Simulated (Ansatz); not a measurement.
Computed energy over volume and axial ratio: HfN (rock salt)

HfN (rock salt), conventional cell a = 4.525 Å, b = 4.525 Å, c = 4.525 Å, α = 90.00°, β = 90.00°, γ = 90.00°. The calculation uses the primitive cell of 2 atoms, to which meshes and values per cell refer.

Two coordinates are scanned: the volume, and the ratio of the stretch along z (the conventional c axis) to the stretch across it. Atoms keep their fractional coordinates.

These are r2SCAN (plane waves to 500 eV, PAW, scalar-relativistic; Ansatz, a program for electronic structure) values and carry that method's errors. k mesh 18×18×18 (Γ-centred), Fermi-Dirac smearing 0.05 eV. Energies are smeared free energies. Stress and pressure are positive under compression. With partly filled bands, the response to shear is sensitive to the k mesh, so small differences along c/a are uncertain. HfN is run without spin polarisation. HfN was relaxed with its symmetry unable to fall. Spin-orbit coupling is left out, though Hf is heavy. ΔE is measured from the relaxed starting cell.

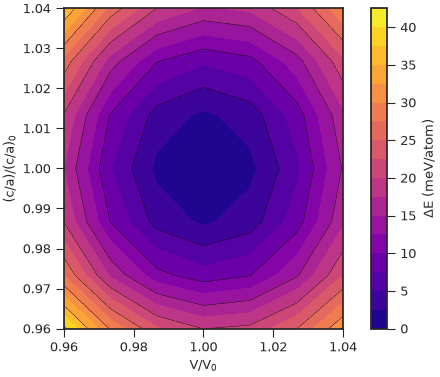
Fig. 1. ΔE (meV/atom) over the 7×7 grid of computed points.

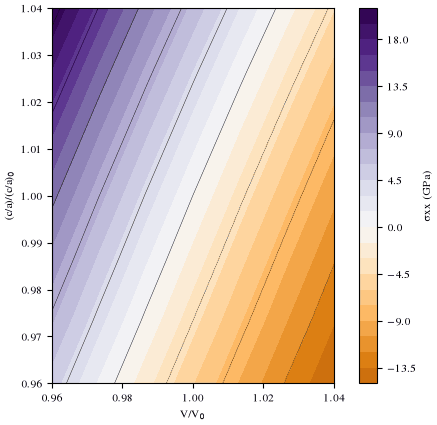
Figure: σxx (GPa) over the 7×7 grid of computed points.

The shear modulus C′ = (C11 − C12)/2 (fit, atoms clamped) comes out as 240 GPa. Lowest place on the grid: V/V₀ = 1.000, (c/a)/(c/a)₀ = 1.000 (0 meV/atom). Highest place on the grid: V/V₀ = 0.960, (c/a)/(c/a)₀ = 0.960 (41 meV/atom).

Near the relaxed cell σzz − σxx = −2Cδ (compression positive), C being this modulus and δ the logarithm of the ratio.

(Under strain, the slope of the energy per volume gives the stress and its curvature an elastic modulus.)
